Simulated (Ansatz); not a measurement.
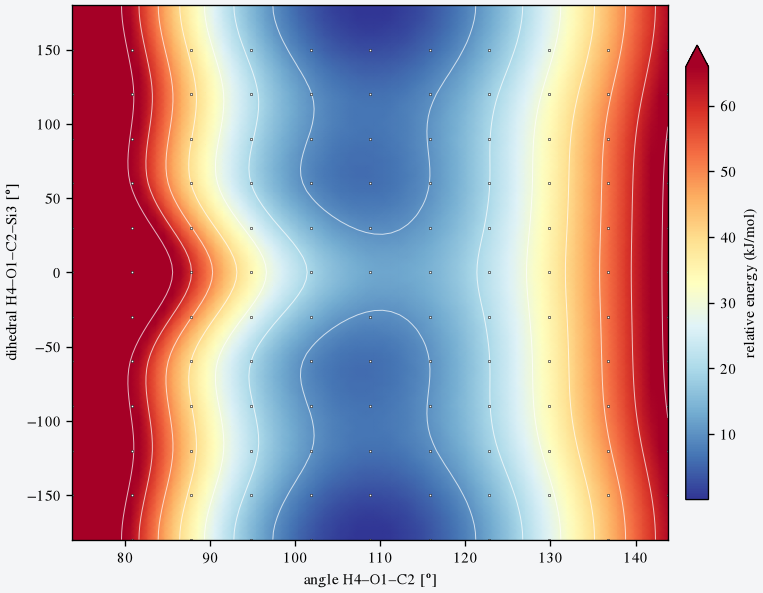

Energy landscape of CH₆OSi, SMILES OC[SiH3]. 
- The first coordinate is: angle H4–O1–C2; the second: dihedral H4–O1–C2–Si3.
- Nothing is relaxed (all other coordinates rigid).
- The grid has 11 × 12 points.
- Points are written as (first, second).
- Energies: kJ/mol, counted from the relaxed molecule at the same level.
- Level of theory: RKS PBE0-D4/def2-TZVP (Ansatz 0.2.0).

In the figure: a smooth colour map with a few white contour lines, dots at the grid points, one colour for all values above the top of the scale. Between grid points the surface is interpolated. 

**Describe this landscape.**

The lowest grid point is at (108.8°, −180°), 0 kJ/mol from the relaxed molecule at the same level. The highest grid point, (73.8°, 0°), lies 139 kJ/mol above the lowest. Round the minimum the two coordinates are nearly uncoupled.

The input of one point:

```yaml
crystal:
  periodic: [false, false, false]
  atoms:
    - { symbol: O, position_ang: [-1.229593, -0.164838, -1.091283] }
    - { symbol: C, position_ang: [-0.087992, 0.480406, -0.552403] }
    - { symbol: Si, position_ang: [0.502552, -0.498767, 0.950018] }
    - { symbol: H, position_ang: [-1.5329, 0.330457, -1.85584] }
    - { symbol: H, position_ang: [-0.309795, 1.510746, -0.238731] }
    - { symbol: H, position_ang: [0.73249, 0.538199, -1.282238] }
    - { symbol: H, position_ang: [-0.557836, -0.547249, 1.98901] }
    - { symbol: H, position_ang: [1.700891, 0.187012, 1.506935] }
    - { symbol: H, position_ang: [0.871874, -1.882648, 0.556636] }
basis:
  gaussian: { orbitals: def2-TZVP }
hamiltonian:
  xc: pbe0
  dispersion: d4
output:
  forces: true
```

Time for the 132 points that were run: 8.1 min on 1 thread of Arm Neoverse V2, on a shared host.
